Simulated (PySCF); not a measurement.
**[CuO2]-: structure of the singlet**

Where does singlet [CuO2]- go from a side-on start, is the end point a minimum, and what are its modes, charges and moments?

The runs use PySCF 2.14.0; B3LYP, basis Cu def2-SVPD, O def2-SVPD, no relativity, density fitting.

### Step 1. Starting geometry

3 atoms, charge -1, spin multiplicity 1.

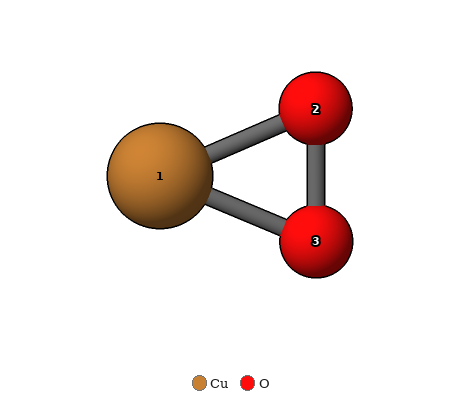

As it starts; copper orange, oxygen red; atoms are numbered from 1 in the order of the file.

Z-matrix (Å, degrees; charge -1 multiplicity 1):
```
Cu
O  1 1.7850
O  1 1.7850 2 46.18
```

### Step 2. Side-on start, singlet: relaxation

The steps below are one call of a driver around PySCF. For each, scf.py gives the equivalent set-up of the SCF; relaxations use the driver's own optimiser. Before each start the driver seeks the lowest SCF state from one or more starting densities and follows internal instabilities, so scf.py alone need not reach the same state.

The program finds C2v symmetry in the start, which this walk keeps. Threshold on the gradient: 0.0003 Eh/bohr, with a further test on the energy change.

File scf.py:

```python
from pyscf import gto, scf, dft
mol = gto.M(atom='''
Cu     0.000000     0.000000    -0.553395
O      0.700000    -0.000000     1.088624
O     -0.700000     0.000000     1.088624''',
    basis={'Cu': 'def2-SVPD', 'O': 'def2-SVPD'},
    charge=-1, spin=0)
mf = dft.RKS(mol, xc='B3LYP')
mf.grids.atom_grid = (50, 194)
aux = {'Cu': 'def2-universal-JKFIT', 'O': 'def2-universal-JKFIT'}
mf = mf.density_fit(auxbasis=aux)
mf.kernel()
```

Steps of the walk:

| step | energy (Eh) | change (kJ/mol) | largest symmetric gradient (Eh/bohr) |
| --- | --- | --- | --- |
| 0 | -1790.530107 | 0.00 | 0.08830 |
| 1 | -1790.547181 | -44.83 | 0.01875 |
| 2 | -1790.548241 | -47.61 | 0.00610 |
| 3 | -1790.548361 | -47.92 | 0.00085 |
| 4 | -1790.548362 | -47.93 | 0.00020 |

The walk ran for 8.5 s (4 threads, shared host).

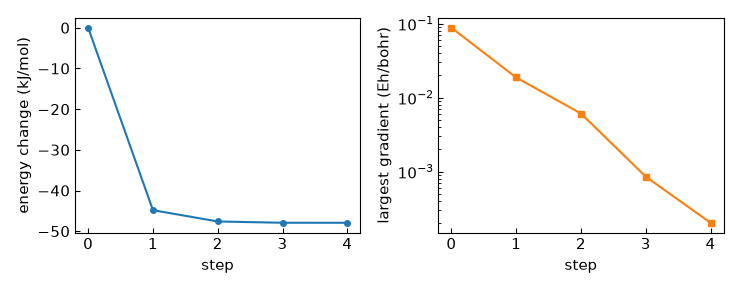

Energy and largest gradient along the walk.

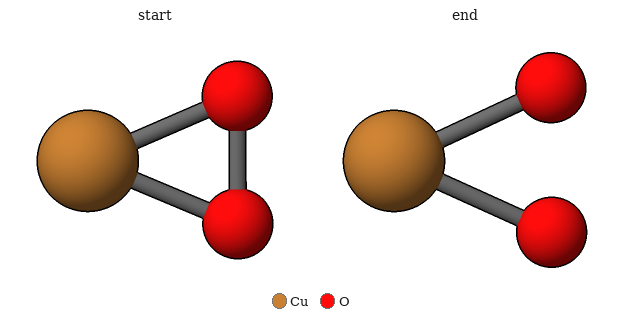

Start and end of the relaxation.

It settles in C2v symmetry, 47.9 kJ/mol below the start, after 4 steps: Cu–O 1.899 Å (×2); O–Cu–O 49.4°.

### Step 3. Is it a minimum? Harmonic modes

On the finer grid the gradient is checked again; gradients at displacements of ±0.01 bohr then give force constants and infrared intensities.

scf.py, as its differences from that of step 2:

```diff
@@ -3,3 +3,3 @@
-Cu     0.000000     0.000000    -0.553395
-O      0.700000    -0.000000     1.088624
-O     -0.700000     0.000000     1.088624''',
+Cu    -0.000000     0.000000    -0.582819
+O      0.792082    -0.000000     1.144362
+O     -0.792082     0.000000     1.144362''',
@@ -9 +9 @@
-mf.grids.atom_grid = (50, 194)
+mf.grids.atom_grid = (75, 302)
```

This SCF starts from the last density.

SCF at the final geometry:

```text
init E= -1790.54840160081
  HOMO = 0.0352739705427063  LUMO = 0.0656152964004262  gap/eV = 0.82563
cycle= 1 E= -1790.54840160075  delta_E= 5.48e-11  |g|= 1.86e-05  |ddm|= 1.99e-05
  HOMO = 0.0352746332265193  LUMO = 0.0656163568815744  gap/eV = 0.82564
cycle= 2 E= -1790.54840160037  delta_E= 3.83e-10  |g|= 5.42e-05  |ddm|= 5.79e-05
  HOMO = 0.035273880068468  LUMO = 0.065615555029737  gap/eV = 0.82564
cycle= 3 E= -1790.54840160081  delta_E= -4.45e-10  |g|= 2.41e-06  |ddm|= 4.38e-05
  HOMO = 0.0352740794799264  LUMO = 0.0656155677732304  gap/eV = 0.82563
cycle= 4 E= -1790.54840160081  delta_E= 4.55e-13  |g|= 1.02e-07  |ddm|= 2.82e-06
  HOMO = 0.035274079763586  LUMO = 0.0656155643660075  gap/eV = 0.82563
Extra cycle  E= -1790.54840160081  delta_E= -2.27e-12  |g|= 1.31e-07  |ddm|= 6.75e-07
converged SCF energy = -1790.54840160081
```

The whole step took 29 s.

Geometry: C2v; Cu–O 1.900 Å (×2); O–Cu–O 49.3°.

Modes, for the most abundant isotopes:

```json
{"symmetry": "b2", "ω (cm⁻¹)": "251i", "IR (km/mol)": "1340", "μ (u)": "17.03", "type": "stretch"}
{"symmetry": "a1", "ω (cm⁻¹)": "444", "IR (km/mol)": "46.3", "μ (u)": "20.26", "type": "mixed"}
{"symmetry": "a1", "ω (cm⁻¹)": "708", "IR (km/mol)": "55.6", "μ (u)": "16.68", "type": "mixed"}
```

With 1 mode imaginary (up to 251i cm⁻¹) this point is a saddle.

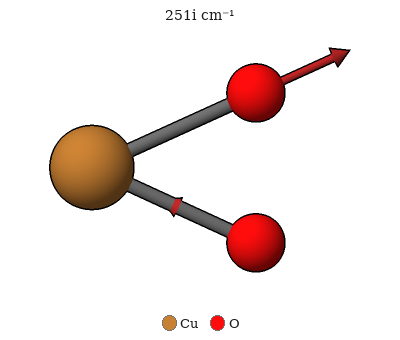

The imaginary mode, as arrows.

Properties at this point:

```
Dipole moment about the centre of mass                          : 7.12 D
Highest occupied level                                          : 0.96 eV
Lowest empty level                                              : 1.79 eV
Rotational constants                                            : 0.8399, 0.2664, 0.2023 cm⁻¹
Zero-point energy (real modes)                                  : 6.9 kJ/mol
Principal polarisabilities                                      : 43.0, 73.7, 245.4 bohr³
Principal traceless quadrupole moments about the centre of mass : -3.59, -1.42, 5.01 D Å
```

Populations by atom (charges in e):

```csv
atom,Mulliken,Löwdin,polar tensor,Mayer order to Cu1
Cu1,0.29,0.46,-0.62,–
"O2,3",-0.64,-0.73,-0.19,0.59
```

Mulliken populations on Cu1: s 6.42, p 12.58, d 9.71, f 0.00.

### Step 4. Leaving the saddle point

The start is the last point, displaced along its most imaginary mode.

The program finds Cs symmetry in the start, which this walk keeps. The walk stops when the largest gradient is under 0.0003 Eh/bohr and the energy has settled too.

scf.py, as its differences from that of step 3:

```diff
@@ -3,3 +3,3 @@
-Cu    -0.000000     0.000000    -0.582819
-O      0.792082    -0.000000     1.144362
-O     -0.792082     0.000000     1.144362''',
+Cu    -0.025429     0.000000    -0.582096
+O      0.842105    -0.000000     1.254162
+O     -0.742060    -0.000000     1.036008''',
@@ -9 +9 @@
-mf.grids.atom_grid = (75, 302)
+mf.grids.atom_grid = (50, 194)
```

Steps of the walk:

| step | energy (Eh) | change (kJ/mol) | largest symmetric gradient (Eh/bohr) |
| --- | --- | --- | --- |
| 0 | -1790.548269 | 0.00 | 0.01874 |
| 1 | -1790.551437 | -8.32 | 0.01575 |
| 2 | -1790.554385 | -16.06 | 0.01617 |
| 3 | -1790.556177 | -20.76 | 0.02460 |
| 4 | -1790.559454 | -29.37 | 0.02275 |
| 5 | -1790.565185 | -44.41 | 0.01926 |
| 6 | -1790.569451 | -55.61 | 0.01113 |
| 7 | -1790.569922 | -56.85 | 0.00992 |
| 8 | -1790.570391 | -58.08 | 0.00527 |
| 9 | -1790.570526 | -58.44 | 0.00057 |
| 10 | -1790.570528 | -58.44 | 0.00012 |

The walk took 25 s.

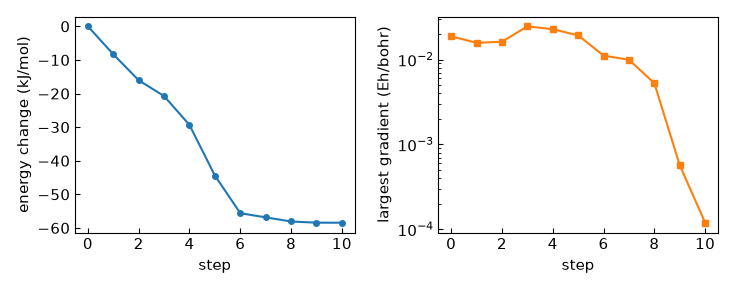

How energy and gradient fall.

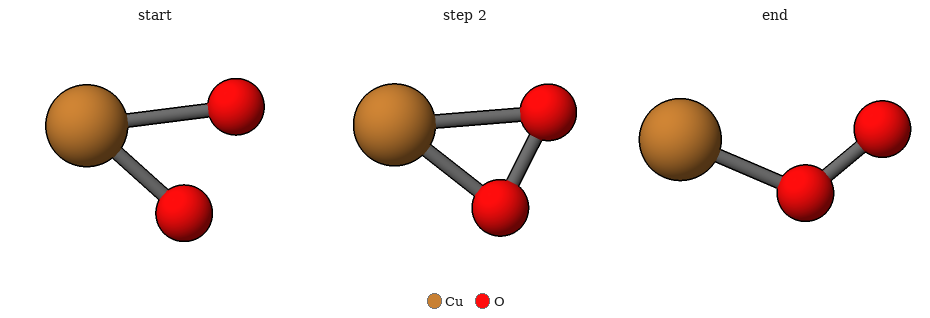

Start and end of the relaxation, with a step between.

End point (Cs, 10 steps, 58.4 kJ/mol gained): Cu–O 1.839 Å, O–O 1.352 Å; Cu–O–O 117.0°.

### Step 5. Hessian and properties

The same treatment as at the point before.

scf.py, as its differences from that of step 4:

```diff
@@ -3,3 +3,3 @@
-Cu    -0.025429     0.000000    -0.582096
-O      0.842105    -0.000000     1.254162
-O     -0.742060    -0.000000     1.036008''',
+Cu    -0.137389     0.000000    -0.738222
+O      0.842687    -0.000000     1.812662
+O     -0.302025    -0.000000     1.092877''',
@@ -9 +9 @@
-mf.grids.atom_grid = (50, 194)
+mf.grids.atom_grid = (75, 302)
```

SCF at the final geometry:

```text
init E= -1790.57060834597
  HOMO = 0.0151654314107796  LUMO = 0.0737635028025103  gap/eV = 1.59453
cycle= 1 E= -1790.5706082665  delta_E= 7.95e-08  |g|= 0.000533  |ddm|= 0.000754
  HOMO = 0.0153833821346394  LUMO = 0.0738181151564605  gap/eV = 1.59009
cycle= 2 E= -1790.57060536568  delta_E= 2.9e-06  |g|= 0.00321  |ddm|= 0.00457
  HOMO = 0.015198156332894  LUMO = 0.0737748482749314  gap/eV = 1.59395
cycle= 3 E= -1790.57060834067  delta_E= -2.97e-06  |g|= 0.000205  |ddm|= 0.00395
  HOMO = 0.0151967598343186  LUMO = 0.0737720433390612  gap/eV = 1.59391
cycle= 4 E= -1790.57060834855  delta_E= -7.87e-09  |g|= 4.27e-06  |ddm|= 0.000127
  HOMO = 0.0151970035489226  LUMO = 0.0737721806717451  gap/eV = 1.59391
cycle= 5 E= -1790.57060834856  delta_E= -1.11e-11  |g|= 2.05e-07  |ddm|= 5.55e-06
  HOMO = 0.015196998915961  LUMO = 0.0737721662629589  gap/eV = 1.59391
Extra cycle  E= -1790.57060834855  delta_E= 1.16e-11  |g|= 6.6e-07  |ddm|= 9.5e-07
converged SCF energy = -1790.57060834855
```

The whole step took 41 s.

Geometry: Cs; Cu–O 1.838 Å, O–O 1.352 Å; Cu–O–O 117.0°.

Modes, for the most abundant isotopes:

| symmetry | ω (cm⁻¹) | IR (km/mol) | μ (u) |
| --- | --- | --- | --- |
| a' | 212 | 9.7 | 18.85 |
| a' | 491 | 11.9 | 18.39 |
| a' | 1010 | 798 | 16.00 |

All wavenumbers are real: a minimum.

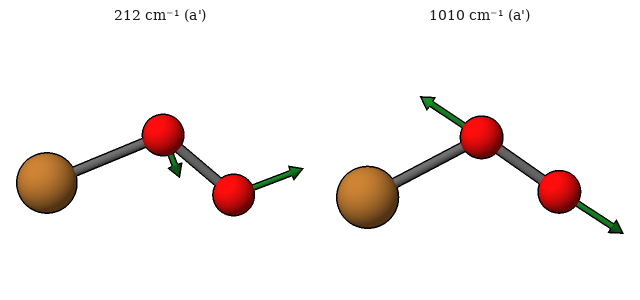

How the atoms move in 2 of the modes.

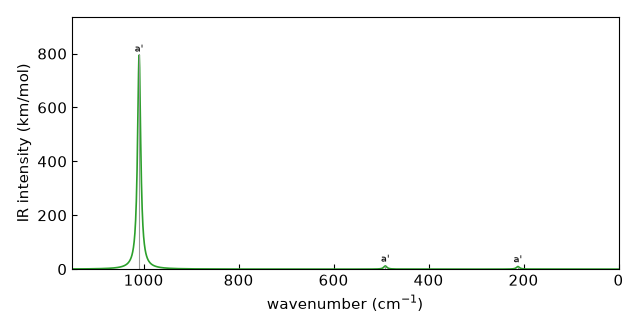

The harmonic infrared spectrum (widths in cm⁻¹). Lines are broadened to a width of 8 cm⁻¹ (Lorentzian).

Constants and moments:

- Dipole moment about the centre of mass: 3.76 D
- Highest occupied level: 0.41 eV
- Lowest empty level: 2.01 eV
- Rotational constants: 2.281, 0.1498, 0.1405 cm⁻¹
- Zero-point energy: 10.2 kJ/mol
- Principal polarisabilities: 72.5, 81.2, 165.0 bohr³
- Principal traceless quadrupole moments about the centre of mass: -14.20, 6.67, 7.54 D Å
- Entropy at 298.15 K and 1 bar: 273.7 J/(mol K)
- Heat capacity Cp at 298.15 K: 47.7 J/(mol K)
- Enthalpy at 298.15 K above 0 K: 12.04 kJ/mol
- Rotational symmetry number: 1

Charges (e) and bond orders:

```json
{"atom": "Cu1", "Mulliken": "-0.08", "Löwdin": "0.15", "polar tensor": "-0.28", "Mayer order to Cu1": "–"}
{"atom": "O2", "Mulliken": "-0.45", "Löwdin": "-0.45", "polar tensor": "-0.88", "Mayer order to Cu1": "0.40"}
{"atom": "O3", "Mulliken": "-0.47", "Löwdin": "-0.70", "polar tensor": "0.16", "Mayer order to Cu1": "0.88"}
```

Mulliken populations on Cu1: s 7.19, p 12.23, d 9.66, f 0.00.

### Step 6. Stability of the closed shell

At the lowest minimum the closed shell is tested against spin polarisation, on the (50, 194) grid. It is unstable: an open-shell solution lies lower. That solution was not followed to a minimum here.

### Step 7. All stationary points

| spin | group | bonds | imaginary modes (cm⁻¹) | ΔE (kJ/mol) | with zero-point energy |
| --- | --- | --- | --- | --- | --- |
| singlet | Cs | Cu–O 1.838 Å, O–O 1.352 Å | none | 0.0 | 0.0 |
| singlet | C2v | Cu–O 1.900 Å (×2) | 251i | 58.3 | – |

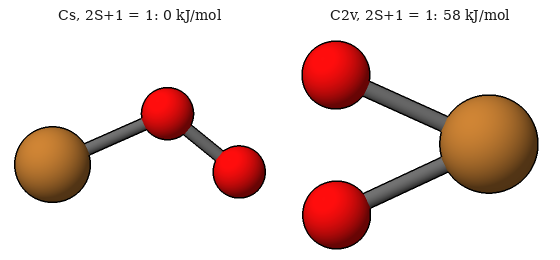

The points, lowest first (copper orange, oxygen red).

### Step 8. Summary of results

```
                            quantity                                                           value
                             minimum  singlet, Cs (closed shell, unstable towards spin polarisation)
                            geometry                        Cu–O 1.838 Å, O–O 1.352 Å; Cu–O–O 117.0°
                  wavenumbers (cm⁻¹)                                   212 (a'), 491 (a'), 1010 (a')
      dipole moment (centre of mass)                                                          3.76 D
highest occupied, lowest empty level                                                   0.41, 2.01 eV
          polar-tensor charge of Cu1                                                         -0.28 e
                   zero-point energy                                                     10.2 kJ/mol
```

In words: The side-on start (C2v) ends in a minimum of Cs symmetry, after a stop at a saddle point 58.3 kJ/mol higher, from which it was pushed off along an imaginary mode. The strongest infrared band lies at 1010 cm⁻¹ (a'). Other starts or spin states, not run here, may lie lower. The highest occupied level lies above zero: either self-interaction error lifts it or the extra electron is not bound, and the basis holds it in place. The closed shell proved unstable towards spin polarisation, so a lower open-shell solution exists.

The search up to here ran for 1.9 min (4 threads, shared host).
